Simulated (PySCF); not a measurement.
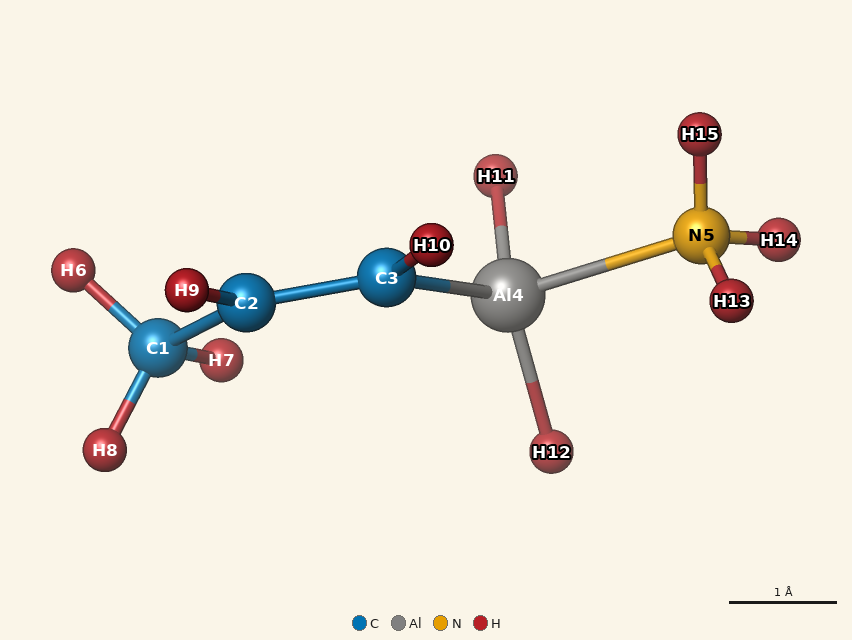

Orthographic view. Depth is shown by fading: the farther an atom, the more it takes the colour of the background. The computed structure is the end point of a PBE0-D3(BJ)/def2-SVP optimisation. No frequency run is at hand to confirm it as a minimum.

Write the connection table.

C1: C2, H6, H7, H8
C2: C1, C3, H9
C3: C2, Al4, H10
Al4: C3, N5, H11, H12
N5: Al4, H13, H14, H15
(terminal hydrogens appear only as neighbours)
